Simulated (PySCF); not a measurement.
## Run report: HfN2H6Cl4, geometry relaxation

HfN2H6Cl4 (cis-Hf(NH3)2Cl4), SMILES [NH3]->[Hf](<-[NH3])([Cl])([Cl])([Cl])[Cl], computed with PBE0-D3(BJ)/def2-SVP geometry optimisation, gas phase (PySCF 2.14.0).

It belongs to a series of runs on one base structure; here: cis, NH3.

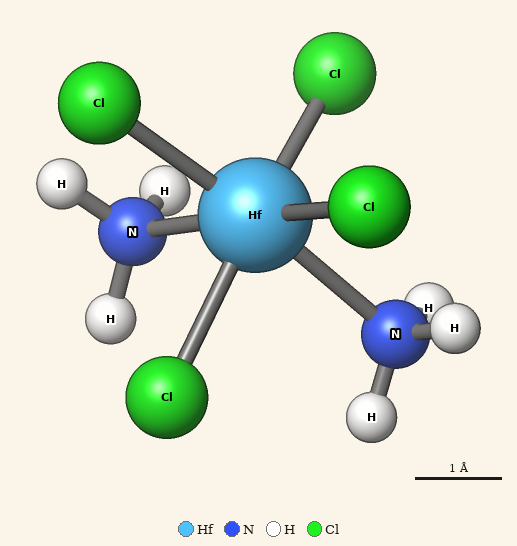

Figure 1. The structure as given in the input (ball-and-stick view, seen at a tilt). Sticks mark near contacts. Bond lengths as drawn: Cl–Hf 2.23 to 2.43 Å, Hf–N 2.31 to 2.33 Å and H–N 1.01 to 1.09 Å.

## Input file
```
{"job": {"xc": "PBE0", "basis": "def2-SVP", "d3": "d3bj", "grid": 1, "maxiter": 30, "shake": 0.03, "kind": "geom"}, "charge": 0, "multiplicity": 1}
Hf    -0.579940    -0.074470    -0.629180
N     -0.730790    -0.016940     1.691130
H     -1.791640     0.047240     1.784650
H     -0.202890     0.802150     2.173060
H     -0.411370    -0.890090     2.107620
Cl    -0.475430     0.018500    -2.947410
N      1.726580    -0.007680    -0.712590
H      1.858490    -0.058860    -1.745230
H      2.179620    -0.776290    -0.231730
H      2.129490     0.863800    -0.385690
Cl    -2.966040     0.005280    -0.436620
Cl    -0.291820     2.314860    -0.295220
Cl    -0.413630    -2.279620    -0.350580
```

The first line tells a small driver script what to run in PySCF; the rest is the geometry in Å.

Hardware: 1 CPU thread, shared host.

Launch command:
```bash
OMP_NUM_THREADS=1 python <driver script> task.json out
```

## Log
```
step   0  E = -2000.91295415  max force = 0.065125
step   1  E = -2000.93341378  max force = 0.025149
step   2  E = -2000.93577634  max force = 0.012466
step   3  E = -2000.93906595  max force = 0.004326
step   4  E = -2000.93939322  max force = 0.002077
step   5  E = -2000.93949470  max force = 0.003423
step   6  E = -2000.93960796  max force = 0.001837
step   7  E = -2000.93968313  max force = 0.002295
step   8  E = -2000.93978627  max force = 0.000829
step   9  E = -2000.93982961  max force = 0.000870
step  10  E = -2000.93978996  max force = 0.001634
step  11  E = -2000.93982392  max force = 0.001354
step  12  E = -2000.93990032  max force = 0.000596
step  13  E = -2000.93990177  max force = 0.000750
step  14  E = -2000.93989557  max force = 0.000503
step  15  E = -2000.93989217  max force = 0.000400
step  16  E = -2000.93988928  max force = 0.000377
step  17  E = -2000.93988751  max force = 0.000353
optimisation converged
```

## Trajectory as extended XYZ (Å, eV, eV/Å), 8 of the 18 frames kept, from step=0 to step=17
```
13
Properties=species:S:1:pos:R:3:forces:R:3 step=0 energy=-54447.61479
Hf   -0.5799   -0.0745   -0.6292   -1.7504   3.2575  -0.5423
N    -0.7308   -0.0169    1.6911    0.2410   1.5541   1.3740
H    -1.7916    0.0472    1.7847    1.7316   0.1531   0.1845
H    -0.2029    0.8022    2.1731   -1.6239  -1.6952  -0.9752
H    -0.4114   -0.8901    2.1076   -0.1899  -0.0568   0.2312
Cl   -0.4754    0.0185   -2.9474    0.1440  -0.0262  -1.1818
N     1.7266   -0.0077   -0.7126    0.2338   0.0172  -0.5317
H     1.8585   -0.0589   -1.7452    0.2032  -0.1310   0.8775
H     2.1796   -0.7763   -0.2317    0.3343  -0.2971  -0.2193
H     2.1295    0.8638   -0.3857    0.0700   0.2919  -0.0130
Cl   -2.9660    0.0053   -0.4366   -0.2824   0.0015   0.0244
Cl   -0.2918    2.3149   -0.2952    0.2812   0.2799   0.2261
Cl   -0.4136   -2.2796   -0.3506    0.6076  -3.3488   0.5456
13
Properties=species:S:1:pos:R:3:forces:R:3 step=2 energy=-54448.23581
Hf   -0.6463   -0.0033   -0.6604   -0.2582   0.2862  -0.3792
N    -0.7946   -0.0226    1.7463    0.3313  -0.6410  -0.3926
H    -1.7925    0.0530    1.8999   -0.4134   0.0717   0.0762
H    -0.3558    0.7453    2.2187    0.3414   0.6410   0.4198
H    -0.4939   -0.8966    2.1811    0.0226   0.0332  -0.0415
Cl   -0.4356    0.0845   -3.0328   -0.0788  -0.1027   0.0047
N     1.7552   -0.0276   -0.7681   -0.0003   0.1398   0.3541
H     1.9383   -0.0977   -1.7680    0.0316  -0.0088  -0.1507
H     2.2281   -0.8143   -0.3208   -0.0311   0.0382   0.0032
H     2.1765    0.8467   -0.4497    0.0506  -0.0316  -0.0156
Cl   -3.0065    0.0490   -0.3880   -0.1865  -0.0721  -0.1509
Cl   -0.3060    2.3919   -0.3524    0.1719  -0.3824   0.2244
Cl   -0.2361   -2.3605   -0.2834    0.0188   0.0283   0.0481
13
Properties=species:S:1:pos:R:3:forces:R:3 step=5 energy=-54448.33699
Hf   -0.7327    0.0046   -0.7393   -0.0434   0.0390   0.0203
N    -0.6868   -0.0276    1.6683   -0.0957   0.1715   0.1214
H    -1.6737    0.0661    1.9364    0.1760  -0.0171  -0.0247
H    -0.1898    0.7540    2.1046   -0.0797  -0.1190  -0.0736
H    -0.3556   -0.9053    2.0693    0.0081  -0.0188  -0.0077
Cl   -0.4771    0.0413   -3.0978    0.0290  -0.0028  -0.0376
N     1.6755   -0.0010   -0.6709    0.0383  -0.0693  -0.0737
H     1.9576   -0.0685   -1.6534   -0.0079  -0.0147   0.0732
H     2.1010   -0.7922   -0.1881    0.0076  -0.0261  -0.0030
H     2.0735    0.8675   -0.3128   -0.0189   0.0093   0.0152
Cl   -3.1019    0.0216   -0.5041    0.0688   0.0317   0.0290
Cl   -0.2289    2.3381   -0.2669   -0.0955  -0.0172   0.0102
Cl   -0.3305   -2.3506   -0.3232    0.0133   0.0335  -0.0489
13
Properties=species:S:1:pos:R:3:forces:R:3 step=7 energy=-54448.34212
Hf   -0.7478    0.0294   -0.7558    0.0331   0.0074  -0.0271
N    -0.6605   -0.0336    1.6535    0.0456  -0.0632  -0.0679
H    -1.6321    0.0531    1.9513   -0.1180   0.0057   0.0356
H    -0.1573    0.7405    2.0810    0.0691   0.0948   0.0563
H    -0.3149   -0.9157    2.0333    0.0031   0.0080  -0.0239
Cl   -0.4684    0.0808   -3.1154    0.0242   0.0002   0.0264
N     1.6583   -0.0211   -0.6479    0.0083   0.0669   0.0650
H     1.9645   -0.0913   -1.6200    0.0167  -0.0055  -0.0396
H     2.0513   -0.8254   -0.1584   -0.0179   0.0021  -0.0063
H     2.0641    0.8369   -0.2722    0.0106  -0.0084  -0.0110
Cl   -3.1062    0.0580   -0.5062   -0.0390  -0.0078   0.0363
Cl   -0.2906    2.3610   -0.2670    0.0186  -0.0133   0.0045
Cl   -0.3298   -2.3246   -0.3541   -0.0544  -0.0867  -0.0483
13
Properties=species:S:1:pos:R:3:forces:R:3 step=10 energy=-54448.34503
Hf   -0.7743    0.0824   -0.7762   -0.0077   0.0199   0.0089
N    -0.6145   -0.0683    1.6179    0.0081   0.0295   0.0217
H    -1.5701    0.0325    1.9717    0.0614  -0.0065  -0.0382
H    -0.0627    0.6801    2.0420   -0.0617  -0.0648  -0.0186
H    -0.2728   -0.9729    1.9436   -0.0127  -0.0098   0.0244
Cl   -0.4273    0.2207   -3.1198   -0.0263   0.0273  -0.0158
N     1.6241   -0.0530   -0.6036   -0.0401  -0.0840  -0.0064
H     1.9687   -0.1117   -1.5648   -0.0192   0.0046   0.0117
H     1.9582   -0.8884   -0.1232    0.0338  -0.0050  -0.0086
H     2.0490    0.7753   -0.1862   -0.0015   0.0052  -0.0072
Cl   -3.1252    0.1900   -0.4491    0.0221   0.0336  -0.0246
Cl   -0.2188    2.3766   -0.2039    0.0059   0.0060   0.0166
Cl   -0.5035   -2.3154   -0.5263    0.0380   0.0440   0.0361
13
Properties=species:S:1:pos:R:3:forces:R:3 step=12 energy=-54448.34803
Hf   -0.7653    0.1146   -0.7676    0.0039  -0.0295   0.0022
N    -0.6228   -0.0859    1.6218    0.0062  -0.0306  -0.0022
H    -1.5816    0.0243    1.9589   -0.0195  -0.0010  -0.0065
H    -0.0708    0.6441    2.0707    0.0135   0.0233   0.0196
H    -0.3029   -1.0009    1.9408   -0.0074  -0.0044  -0.0015
Cl   -0.4302    0.2924   -3.1108   -0.0255   0.0172  -0.0045
N     1.6259   -0.0820   -0.6160    0.0106  -0.0177  -0.0057
H     1.9519   -0.1321   -1.5840   -0.0101   0.0087  -0.0048
H     1.9605   -0.9284   -0.1552   -0.0043   0.0000   0.0029
H     2.0722    0.7344   -0.1969    0.0029  -0.0016  -0.0070
Cl   -3.1109    0.2728   -0.4356   -0.0051   0.0210  -0.0290
Cl   -0.1700    2.3855   -0.1591    0.0305  -0.0056   0.0255
Cl   -0.5253   -2.2909   -0.5449    0.0042   0.0202   0.0109
13
Properties=species:S:1:pos:R:3:forces:R:3 step=15 energy=-54448.34781
Hf   -0.7496    0.1336   -0.7530    0.0033  -0.0153   0.0113
N    -0.6461   -0.0995    1.6385   -0.0106   0.0000   0.0092
H    -1.6125    0.0254    1.9490   -0.0003  -0.0010   0.0027
H    -0.0938    0.6160    2.1114    0.0011   0.0012  -0.0020
H    -0.3528   -1.0235    1.9569    0.0004  -0.0021  -0.0057
Cl   -0.4397    0.3481   -3.0964   -0.0087   0.0083   0.0011
N     1.6406   -0.1032   -0.6419    0.0158   0.0097  -0.0206
H     1.9404   -0.1403   -1.6190    0.0014  -0.0016   0.0011
H     1.9799   -0.9582   -0.2012   -0.0104  -0.0031   0.0048
H     2.1043    0.7041   -0.2238    0.0011  -0.0044   0.0023
Cl   -3.0939    0.3437   -0.4441    0.0001   0.0104  -0.0124
Cl   -0.1011    2.3770   -0.1016    0.0072  -0.0021   0.0075
Cl   -0.5453   -2.2752   -0.5525   -0.0004   0.0002   0.0007
13
Properties=species:S:1:pos:R:3:forces:R:3 step=17 energy=-54448.34768
Hf   -0.7481    0.1341   -0.7513    0.0023  -0.0095   0.0080
N    -0.6490   -0.1002    1.6407   -0.0115   0.0008   0.0055
H    -1.6157    0.0256    1.9502    0.0011  -0.0009   0.0013
H    -0.0965    0.6147    2.1143    0.0007  -0.0019  -0.0018
H    -0.3572   -1.0248    1.9586    0.0016  -0.0014  -0.0029
Cl   -0.4407    0.3515   -3.0947   -0.0069   0.0072   0.0004
N     1.6428   -0.1040   -0.6450    0.0086   0.0067  -0.0181
H     1.9414   -0.1405   -1.6225    0.0008  -0.0032   0.0009
H     1.9806   -0.9600   -0.2053   -0.0057  -0.0020   0.0036
H     2.1081    0.7023   -0.2266    0.0011  -0.0044   0.0042
Cl   -3.0926    0.3481   -0.4473    0.0011   0.0085  -0.0087
Cl   -0.0966    2.3758   -0.0967    0.0055  -0.0014   0.0059
Cl   -0.5459   -2.2749   -0.5521    0.0012   0.0014   0.0018
```

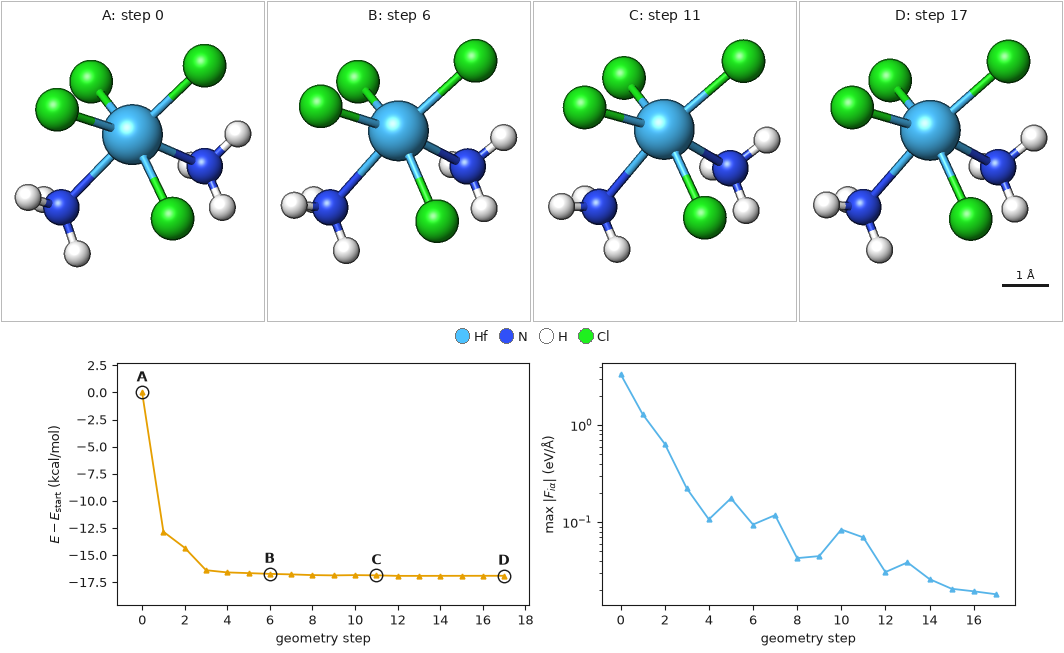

Figure 2. Frames of the relaxation (ball-and-stick view, seen at a tilt) above the curves, on which the letters mark them (steps are counted from 0).

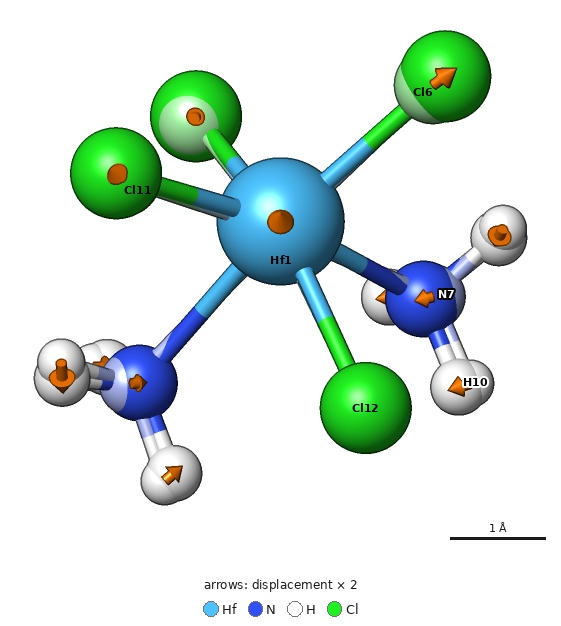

Figure 3. Start (faint) and end (solid) with the displacements as orange arrows, magnified 2 times (ball-and-stick view, seen at a tilt). The two geometries are laid on each other by the best rigid fit. The largest moves after the best rigid fit, 0.23 Å, are those of Hf1 and H3. Largest moves by element: H 0.23 Å, Hf 0.23 Å, Cl 0.17 Å, N 0.11 Å. Distances before and after: Hf1–Cl13 2.229 → 2.426 Å, Hf1–N7 2.309 → 2.405 Å, Hf1–N2 2.326 → 2.406 Å, N2–H4 1.087 → 1.020 Å. Among the angles that change: N2–Hf1–N7 95.7° → 84.6°, Cl12–Hf1–Cl13 161.2° → 150.9°, N7–Hf1–Cl13 87.6° → 79.4°. The energy falls by 16.9 kcal/mol in 17 geometry steps. Largest force component: 3.3 eV/Å at the start, 0.018 eV/Å at the end. (Atoms are counted from 1 in the order of the input.)

## Results in brief

```tsv
quantity	value
outcome	converged
total energy	−2000.939888 hartree
dipole moment	8.00 D
point group	C2
wall time	5.8 min
peak memory	0.7 GiB
```
